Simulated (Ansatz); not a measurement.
Response to strain in HfC

The reference is HfC in the rock salt structure (space group Fm-3m, No. 225; a = 4.6071 Å; relaxed with 0.1 eV smearing). Axes: x, y, z lie along the cube axes.

Strains are applied to the cell and any free atomic positions relax; under biaxial strain the out-of-plane vector relaxes too.

Level of theory: PBEsol in Ansatz (plane waves to 420 eV, PAW, scalar-relativistic without spin-orbit coupling).

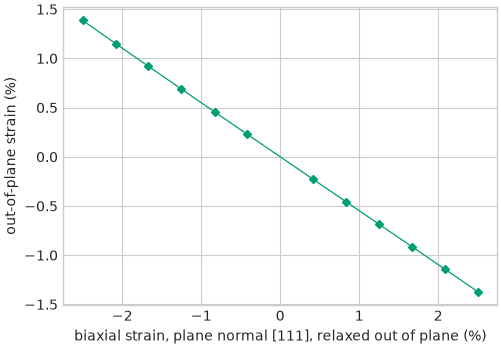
*Out-of-plane strain against biaxial strain, plane normal [111], relaxed out of plane*

### Question
From the plot, what is the out-of-plane strain for biaxial strain +1.67 %, plane normal [111], relaxed out of plane?

### Answer
About -0.9 %.

### Question
Is the trend monotonic over the range shown?

### Answer
Yes, it falls throughout, spanning -1.37 % to +1.39 %.

Whether these cells are dynamically stable was not tested. The final runs are not spin-polarised.

Ansatz is a program for electronic structure.
